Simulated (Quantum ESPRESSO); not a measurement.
**Projected density of states of magnetic Cr2O3 (Eskolaite)**

Where do the states of the two spins of Cr2O3 (Eskolaite) lie?

Method: PBEsol with U = 3.5 eV on Cr d (ortho-atomic projectors); plane waves with GBRV 1.5 PBEsol potentials, no spin-orbit coupling, in Quantum ESPRESSO 7.5.

### 1. Starting point

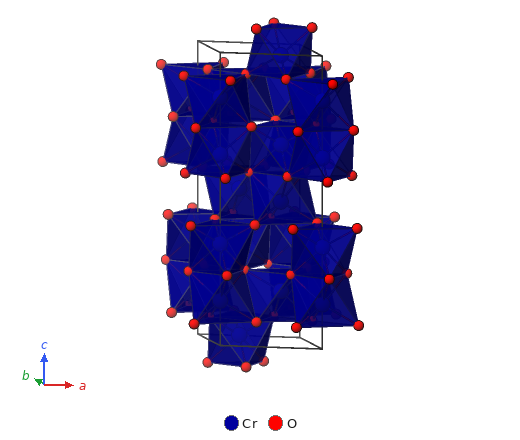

The starting structure, seen slightly off an axis (chromium blue, oxygen red). This picture shows the conventional cell, with its axes. Some periodic images of atoms are drawn too.

The cell comes from the Crystallography Open Database.

### 2. Ground-state run

This state came out lowest in a comparison of starts that is told elsewhere.

pw.in reads:

```
&CONTROL
  calculation = 'scf'
  prefix = 'pwscf'
  outdir = './tmp'
  pseudo_dir = './pseudo'
  disk_io = 'low'
/
&SYSTEM
  ibrav = 0
  celldm(1) = 8
  nat = 10
  ntyp = 3
  ecutwfc = 40
  ecutrho = 280
  nbnd = 64
  occupations = 'smearing'
  smearing = 'fd'
  degauss = 0.00367493
  nspin = 2
  starting_magnetization(1) = 0.2143
  starting_magnetization(2) = -0.2143
  starting_magnetization(3) = 0
/
&ELECTRONS
  conv_thr = 2d-08
  electron_maxstep = 150
  mixing_beta = 0.3
/
ATOMIC_SPECIES
Cr1    51.9961 cr_pbesol_v1.5.uspp.F.UPF
Cr2    51.9961 cr_pbesol_v1.5.uspp.F.UPF
O      15.9990 o_pbesol_v1.2.uspp.F.UPF
CELL_PARAMETERS alat
   0.5854607749856    0.3380159360411    1.0702385168308
  -0.5854607749856    0.3380159360411    1.0702385168308
   0.0000000000000   -0.6760318720822    1.0702385168308
ATOMIC_POSITIONS crystal
Cr1     0.3474800000    0.3474800000    0.3474800000
Cr2     0.1525200000    0.1525200000    0.1525200000
Cr2     0.6525200000    0.6525200000    0.6525200000
Cr1     0.8474800000    0.8474800000    0.8474800000
O       0.5558000000    0.9442000000    0.2500000000
O       0.2500000000    0.5558000000    0.9442000000
O       0.9442000000    0.2500000000    0.5558000000
O       0.4442000000    0.0558000000    0.7500000000
O       0.7500000000    0.4442000000    0.0558000000
O       0.0558000000    0.7500000000    0.4442000000
K_POINTS automatic
6 6 6 0 0 0
HUBBARD {ortho-atomic}
U Cr1-3d 3.5000
U Cr2-3d 3.5000
```

On the command line:

```console
OMP_NUM_THREADS=1 mpirun -n 4 pw.x -nk 4 -in pw.in > pw.out
```

The program printed:

```text
Program PWSCF v.7.5 starts

     Message from routine setup:
     using ibrav=0 with symmetry is DISCOURAGED, use correct ibrav instead

     K-points division:     npool     =       4
     Subspace diagonalization in iterative solution of the eigenvalue problem:

     bravais-lattice index     =            0
     lattice parameter (alat)  =       8.0000  a.u.
     unit-cell volume          =     650.6340 (a.u.)^3
     number of atoms/cell      =           10
     number of atomic types    =            3
     number of electrons       =        92.00
     number of Kohn-Sham states=           64
     kinetic-energy cutoff     =      40.0000  Ry
     charge density cutoff     =     280.0000  Ry
     scf convergence threshold =      2.0E-08
     mixing beta               =       0.3000
     number of iterations used =            8  plain     mixing
     Exchange-correlation= SLA  PW   PSX  PSC
                           (   1   4  10   8   0   0   0)
     Hubbard projectors: ortho-atomic
     Hubbard parameters of DFT+U (Dudarev formulation) in eV:
     U(Cr1-3d) =  3.5000
     U(Cr2-3d) =  3.5000

     Internal variables: lda_plus_u =T, lda_plus_u_kind = 0

     Internal variables: orbital_resolved =F, hub_pot_fix =F, apply_U = F

     celldm(1)=   8.000000  celldm(2)=   0.000000  celldm(3)=   0.000000
     celldm(4)=   0.000000  celldm(5)=   0.000000  celldm(6)=   0.000000

     crystal axes: (cart. coord. in units of alat)
               a(1) = (   0.585461   0.338016   1.070239 )
               a(2) = (  -0.585461   0.338016   1.070239 )
               a(3) = (   0.000000  -0.676032   1.070239 )

     reciprocal axes: (cart. coord. in units 2 pi/alat)
               b(1) = (  0.854028  0.493073  0.311457 )
               b(2) = ( -0.854028  0.493073  0.311457 )
               b(3) = (  0.000000 -0.986147  0.311457 )

     PseudoPot. # 1 for Cr read from file:
     cr_pbesol_v1.5.uspp.F.UPF
     Pseudo is Ultrasoft + core correction, Zval = 14.0

     PseudoPot. # 2 for Cr read from file:
     cr_pbesol_v1.5.uspp.F.UPF
     Pseudo is Ultrasoft + core correction, Zval = 14.0

     PseudoPot. # 3 for O  read from file:
     o_pbesol_v1.2.uspp.F.UPF
     Pseudo is Ultrasoft + core correction, Zval =  6.0

     atomic species   valence    mass     pseudopotential
     Cr1              14.00    51.99610     Cr( 1.00)
     Cr2              14.00    51.99610     Cr( 1.00)
     O                 6.00    15.99900     O ( 1.00)

     Starting magnetic structure
     atomic species   magnetization
     Cr1             0.214
     Cr2            -0.214
     O               0.000

      6 Sym. Ops. (no inversion) found ( 3 have fractional translation)

   Cartesian axes

     site n.     atom                  positions (alat units)
         1        Cr1    tau(   1) = (   0.0000000  -0.0000000   1.1156594  )
         2        Cr2    tau(   2) = (  -0.0000000  -0.0000000   0.4896983  )
         3        Cr2    tau(   3) = (  -0.0000000  -0.0000000   2.0950561  )
         4        Cr1    tau(   4) = (   0.0000000   0.0000000   2.7210172  )
         5        O      tau(   5) = (  -0.2273930   0.3380159   1.8729174  )
         6        O      tau(   6) = (  -0.1790339  -0.3659361   1.8729174  )
         7        O      tau(   7) = (   0.4064269   0.0279201   1.8729174  )
         8        O      tau(   8) = (   0.2273930  -0.3380159   1.3377981  )
         9        O      tau(   9) = (   0.1790339   0.3659361   1.3377981  )
        10        O      tau(  10) = (  -0.4064269  -0.0279201   1.3377981  )

     number of k points=    32  Fermi-Dirac smearing, width (Ry)=  0.0037
                       cart. coord. in units 2pi/alat
        k(    1) = (   0.0000000   0.0000000   0.0000000), wk =   0.0046296
        k(    2) = (   0.0000000  -0.1643578   0.0519095), wk =   0.0277778
        k(    3) = (   0.0000000  -0.3287156   0.1038190), wk =   0.0277778
        k(    4) = (   0.0000000   0.4930734  -0.1557285), wk =   0.0138889
        k(    5) = (  -0.1423380  -0.0821789   0.1038190), wk =   0.0277778
        [... 27 further k-points ...]

     Dense  grid:    51357 G-vectors     FFT dimensions: (  54,  54,  54)

     Smooth grid:    22277 G-vectors     FFT dimensions: (  48,  48,  48)

     Check: negative core charge=   -0.000008
     Generating pointlists ...
     new r_m :   0.1914 (alat units)  1.5312 (a.u.) for type    1
     new r_m :   0.1914 (alat units)  1.5312 (a.u.) for type    2
     new r_m :   0.1914 (alat units)  1.5312 (a.u.) for type    3

     Initial potential from superposition of free atoms

     starting charge      87.9999, renormalised to      92.0000

     negative rho (up, down):  2.248E-04 2.248E-04

     STARTING HUBBARD OCCUPATIONS:

     =================== HUBBARD OCCUPATIONS ===================
     ------------------------ ATOM    1 ------------------------
     Tr[ns(  1)] (up, down, total) =   3.40000  0.00000  3.40000
     Atomic magnetic moment for atom   1 =   3.40000
     [... lines left out ...]
     ------------------------ ATOM    2 ------------------------
     Tr[ns(  2)] (up, down, total) =   0.00000  3.40000  3.40000
     Atomic magnetic moment for atom   2 =  -3.40000
     [... lines left out ...]
     ------------------------ ATOM    3 ------------------------
     Tr[ns(  3)] (up, down, total) =   0.00000  3.40000  3.40000
     Atomic magnetic moment for atom   3 =  -3.40000
     [... lines left out ...]
     ------------------------ ATOM    4 ------------------------
     Tr[ns(  4)] (up, down, total) =   3.40000  0.00000  3.40000
     Atomic magnetic moment for atom   4 =   3.40000
     [... lines left out ...]
     Number of occupied Hubbard levels =   13.6000

     Atomic wfc used for Hubbard projectors are orthogonalized

     Starting wfcs are   64 randomized atomic wfcs

     Self-consistent Calculation

     iteration #  1     ecut=    40.00 Ry     beta= 0.30
     Davidson diagonalization with overlap
     ethr =  1.00E-02,  avg # of iterations =  5.5

     =================== HUBBARD OCCUPATIONS ===================
     ------------------------ ATOM    1 ------------------------
     Tr[ns(  1)] (up, down, total) =   3.20443  0.36995  3.57438
     Atomic magnetic moment for atom   1 =   2.83448
     [... lines left out ...]
     ------------------------ ATOM    2 ------------------------
     Tr[ns(  2)] (up, down, total) =   0.36994  3.20456  3.57450
     Atomic magnetic moment for atom   2 =  -2.83462
     [... lines left out ...]
     ------------------------ ATOM    3 ------------------------
     Tr[ns(  3)] (up, down, total) =   0.36994  3.20456  3.57450
     Atomic magnetic moment for atom   3 =  -2.83462
     [... lines left out ...]
     ------------------------ ATOM    4 ------------------------
     Tr[ns(  4)] (up, down, total) =   3.20443  0.36995  3.57438
     Atomic magnetic moment for atom   4 =   2.83448
     [... lines left out ...]
     Number of occupied Hubbard levels =   14.2978

     negative rho (up, down):  2.602E-03 2.602E-03

     total energy              =    -894.19804111 Ry
     estimated scf accuracy    <       3.90380384 Ry

     total magnetization       =    -0.00 Bohr mag/cell
     absolute magnetization    =    11.51 Bohr mag/cell

     iteration #  2     ecut=    40.00 Ry     beta= 0.30
     Davidson diagonalization with overlap
     ethr =  4.24E-03,  avg # of iterations =  2.0

     negative rho (up, down):  4.118E-03 4.118E-03

     total energy              =    -894.89654722 Ry
     estimated scf accuracy    <       0.25192370 Ry

     total magnetization       =    -0.00 Bohr mag/cell
     absolute magnetization    =    12.22 Bohr mag/cell

     [... further iterations left out ...]

     iteration # 11     ecut=    40.00 Ry     beta= 0.30
     Davidson diagonalization with overlap
     ethr =  2.81E-09,  avg # of iterations =  1.7

     negative rho (up, down):  7.923E-03 7.923E-03

     total energy              =    -894.97009261 Ry
     estimated scf accuracy    <       0.00000010 Ry

     total magnetization       =    -0.00 Bohr mag/cell
     absolute magnetization    =    12.40 Bohr mag/cell

     iteration # 12     ecut=    40.00 Ry     beta= 0.30
     Davidson diagonalization with overlap
     ethr =  1.11E-10,  avg # of iterations =  2.0

     negative rho (up, down):  7.923E-03 7.923E-03

     Magnetic moment per site  (integrated on atomic sphere of radius R)
     atom   1 (R=0.191)  charge= 10.8353  magn=  2.4281
     atom   2 (R=0.191)  charge= 10.8353  magn= -2.4281
     atom   3 (R=0.191)  charge= 10.8353  magn= -2.4281
     atom   4 (R=0.191)  charge= 10.8353  magn=  2.4281
     atom   5 (R=0.191)  charge=  5.4691  magn=  0.0000
     atom   6 (R=0.191)  charge=  5.4691  magn=  0.0000
     atom   7 (R=0.191)  charge=  5.4691  magn=  0.0000
     atom   8 (R=0.191)  charge=  5.4691  magn=  0.0000
     atom   9 (R=0.191)  charge=  5.4691  magn=  0.0000
     atom  10 (R=0.191)  charge=  5.4691  magn=  0.0000

     End of self-consistent calculation

     =================== HUBBARD OCCUPATIONS ===================
     ------------------------ ATOM    1 ------------------------
     Tr[ns(  1)] (up, down, total) =   3.56393  0.58708  4.15100
     Atomic magnetic moment for atom   1 =   2.97685
     [... lines left out ...]
     ------------------------ ATOM    2 ------------------------
     Tr[ns(  2)] (up, down, total) =   0.58707  3.56392  4.15100
     Atomic magnetic moment for atom   2 =  -2.97685
     [... lines left out ...]
     ------------------------ ATOM    3 ------------------------
     Tr[ns(  3)] (up, down, total) =   0.58707  3.56392  4.15100
     Atomic magnetic moment for atom   3 =  -2.97685
     [... lines left out ...]
     ------------------------ ATOM    4 ------------------------
     Tr[ns(  4)] (up, down, total) =   3.56393  0.58708  4.15100
     Atomic magnetic moment for atom   4 =   2.97685
     [... lines left out ...]
     Number of occupied Hubbard levels =   16.6040

     [... lines left out ...]
     the Fermi energy is    12.3913 ev

!    total energy              =    -894.97009317 Ry
     estimated scf accuracy    <       0.00000001 Ry
     smearing contrib. (-TS)   =      -0.00000000 Ry
     internal energy E=F+TS    =    -894.97009317 Ry

     The total energy is F=E-TS. E is the sum of the following terms:
     one-electron contribution =    -365.61932603 Ry
     hartree contribution      =     231.66780847 Ry
     xc contribution           =    -132.75663511 Ry
     ewald contribution        =    -628.76144723 Ry
     Hubbard energy            =       0.49950674 Ry

     total magnetization       =    -0.00 Bohr mag/cell
     absolute magnetization    =    12.40 Bohr mag/cell

     convergence has been achieved in  12 iterations

=------------------------------------------------------------------------------=
   JOB DONE.
=------------------------------------------------------------------------------=
```

It took 89 s on 4 MPI ranks of Arm Neoverse V2, shared host; peak memory 0.72 GiB.

Spin moment in the atom's sphere by atom:

| atom | spin moment in the atom's sphere (μB) |
| --- | --- |
| Cr1 | 2.43 |
| Cr2 | -2.43 |
| Cr3 | -2.43 |
| Cr4 | 2.43 |
| O5 | 0.00 |
| O6 | 0.00 |
| O7 | 0.00 |
| O8 | 0.00 |
| O9 | 0.00 |
| O10 | 0.00 |

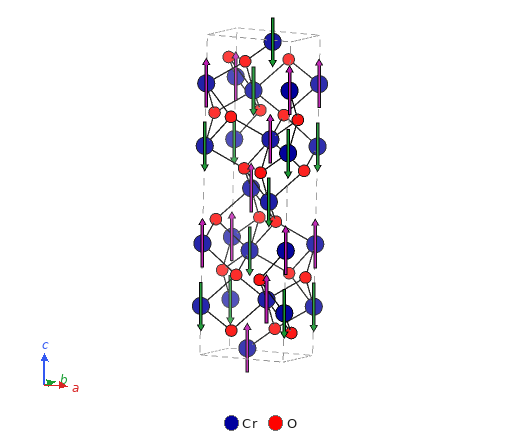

Spin moment in the atom's sphere as arrows, the longest 2.43 μB. Up and down stand for the sign. Arrows give size and sign along the axis of quantisation, drawn up and down the page. The two directions have two colours. Some periodic images of atoms are drawn too.

Read from the output:

```
smearing term TS       : 4.47e-12 eV
magnetization          : 0 μB
absolute magnetization : 12.4 μB
final state            : antiferromagnetic
```

(Continued in part 2 of 2.)

[Logs and program files are shortened in this print: banners, set-up blocks, solver, clock and traceback lines can be left out without a mark of their own.]

[Logs are printed without paths, hosts, clocks, repeated set-up lines and the standing remarks that a program may print on its own settings, such as how far it seeks lower states.]

[Hosts, paths, dates, database ids (printed as entryN), source tags and the programs' standing remarks are cut or masked in the printed files.]

[Where a cell is said to come from a database of computed structures, the database is the Materials Project.]
